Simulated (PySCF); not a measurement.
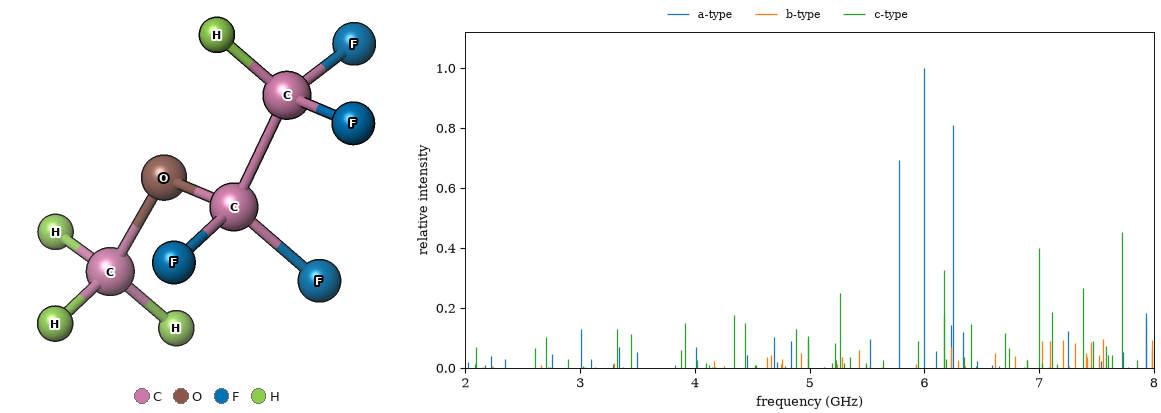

C₃H₄F₄O (HCF2CF2OMe), SMILES COC(F)(F)C(F)F. Simulated rotational absorption lines between 2 and 8 GHz at 10 K: rigid rotor with the equilibrium constants and dipole of one optimised conformer (PBE0-D3(BJ)/def2-SVP, PySCF 2.14.0), commonest isotopes; no centrifugal distortion, hyperfine structure, internal rotation or nuclear-spin weights; lines within 1 MHz of each other are summed. Lines of different type are drawn apart.

What are the rotational constants, and what kind of rotor is it?

Rotational constants A, B, C = 3.362, 1.622, 1.387 GHz; Ray's κ = −0.76, an asymmetric top on the prolate side.

Assign the strongest lines, as J(Ka,Kc).

| GHz | upper | lower | type | relative intensity |
| --- | --- | --- | --- | --- |
| 6.00 | 2(0,2) | 1(0,1) | a | 1.00 |
| 6.25 | 2(1,1) | 1(1,0) | a | 0.81 |
| 5.78 | 2(1,2) | 1(1,1) | a | 0.69 |
| 7.73 | 7(3,5) | 7(2,5) | c | 0.45 |
| 7.00 | 8(3,6) | 8(2,6) | c | 0.40 |
| 6.17 | 9(3,7) | 9(2,7) | c | 0.33 |

Known limits of this run: coarse grid, loose stop and no frequency check, small forces are noise and the end may be a saddle.
